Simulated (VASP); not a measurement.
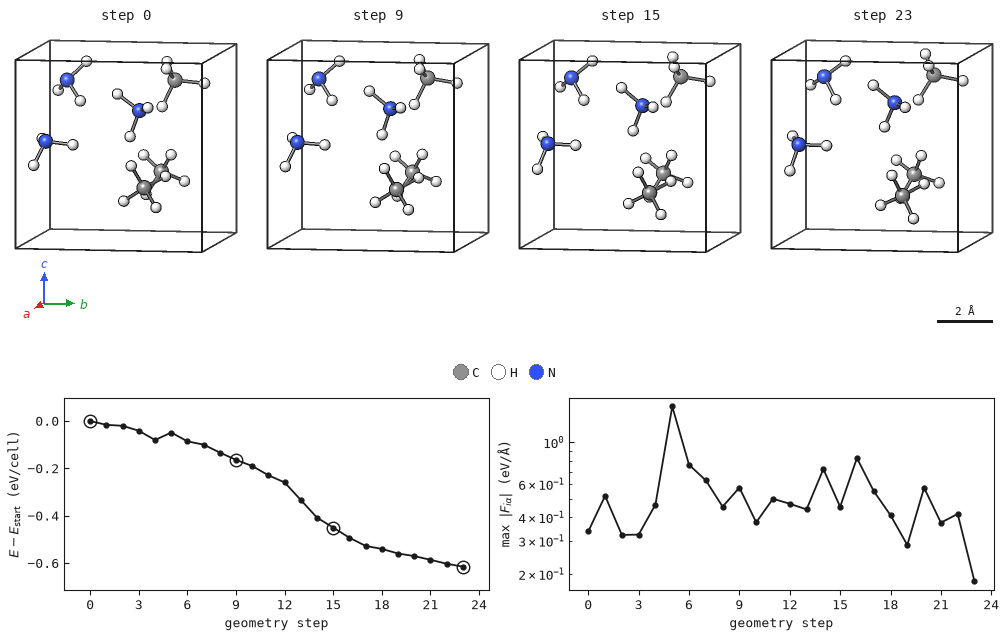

Frames of a relaxation of an amorphous cell of composition H₇CN, marked on the history of the run. A ball-and-stick model of the cell of the calculation, seen slightly off an axis.

The run lets the atoms move in a fixed cell.

The calculation used Kohn-Sham DFT of a periodic cell, PBE with D3(BJ), VASP PAW PBE potentials, recommended in VASP.

Input
```
  PREC = Accurate
  ENCUT = 520
  EDIFF = 1E-7
  ISMEAR = -1
  SIGMA = 0.05
  LREAL = Auto
  LASPH = T
  NELM = 100
  ALGO = Normal
  ISIF = 2
  LWAVE = F
  LCHARG = F
  GGA = PE
  IVDW = 12
  IBRION = 2
  NSW = 35
  EDIFFG = -0.3
```

Command:
```bash
cat potpaw_PBE.64/C/POTCAR potpaw_PBE.64/H/POTCAR potpaw_PBE.64/N/POTCAR > POTCAR
mpirun -np 1 vasp_gam > vasp.out
```

> Describe the path.

The largest move is that of an H atom, 0.44 Å along [−1 0 −3]. By element the largest moves are H 0.44 Å, C 0.31 Å, N 0.29 Å. The cell stays as it was. Near-neighbour distances that change, for instance: H–N 1.017 → 1.026 Å. Over 23 geometry steps the energy falls by 0.615 eV per cell of the calculation. Largest force component: 0.34 eV/Å at the start, 0.18 eV/Å at the end. From step 0 to 9: H atoms move most (0.11 Å), energy −0.164 eV per cell of the calculation. From step 9 to 15: an H atom moves most (0.20 Å), energy −0.286 eV per cell of the calculation. From step 15 to 23: an H atom moves most (0.16 Å), energy −0.165 eV per cell of the calculation.

Limits of the set-up: the periodic images lie only 7.0 Å apart, so the values are limited by the cell's size.
